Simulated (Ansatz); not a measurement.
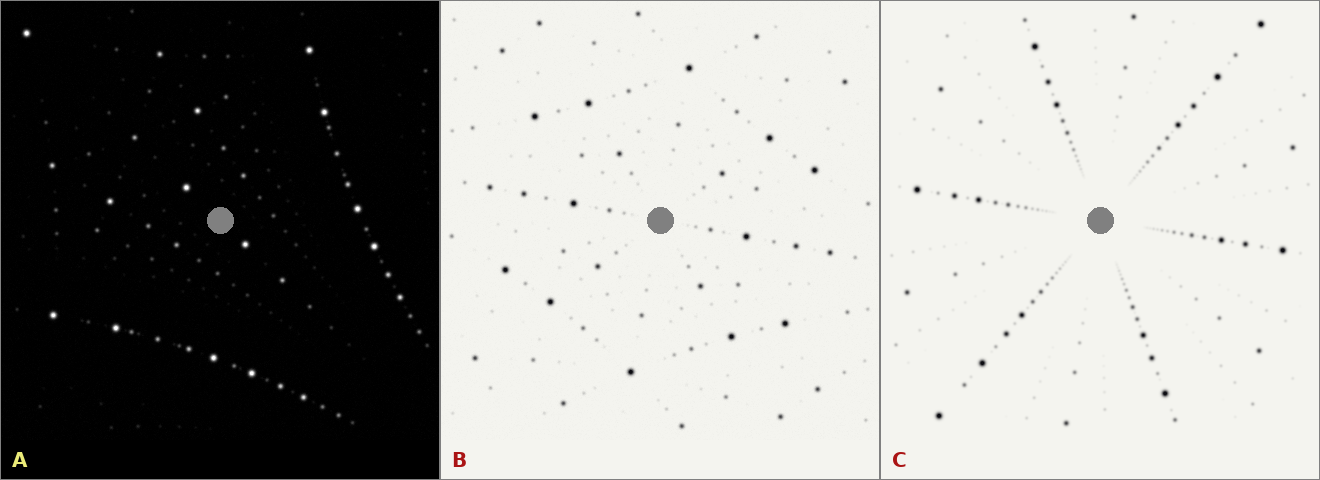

Simulated back-reflection Laue patterns (white X-rays, 0.45 to 2.2 Å, flat plate covering ±45° about the beam, kinematic intensities, seen from the source). Crystal: Ru, space group P6_3/mmc (No. 194), a = 2.720 Å, c = 4.298 Å (hexagonal axes). Structure: the input geometry of an electronic-structure calculation (not necessarily at equilibrium).

```
Ru
1.0
     2.71974    0.00000    0.00000
    -1.35987    2.35537    0.00000
     0.00000    0.00000    4.29797
Ru
2
Direct
  0.33333 0.66667 0.75000
  0.66667 0.33333 0.25000
```

### The directions [001], [100], [101] point towards the source, in some order. Which is which?

A: [101], symmetry m (one mirror line). B: [100], symmetry 2mm (a twofold axis with two mirror lines). C: [001], symmetry 6mm (a sixfold axis with mirror lines). The Laue class is 6/mmm.
